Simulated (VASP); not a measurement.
Band structure of PbO (litharge). Computed with LDA (Ceperley-Alder, Perdew-Zunger), VASP's LDA PAW potentials (set 64) (plane waves; VASP).

Unless said otherwise, spin-orbit coupling is left out, though it shifts the bands of the heavy elements here.

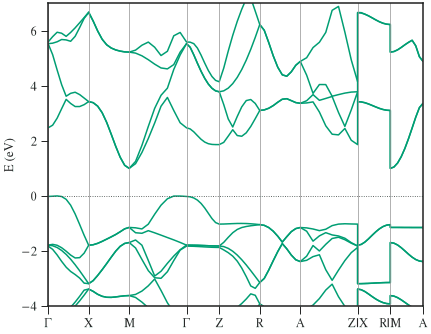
Figure. Bands along high-symmetry lines, zero at the valence-band maximum or, without a gap, the Fermi level

### Question
Read the plot: is there a gap, and where are the band edges?

### Answer
The gap is indirect, 1.00 eV, from the valence maximum at Γ-X at 0.22 to the conduction minimum at M. (Edges off the drawn lines would not show.)

The compound is PbO in the litharge structure. It was relaxed first.
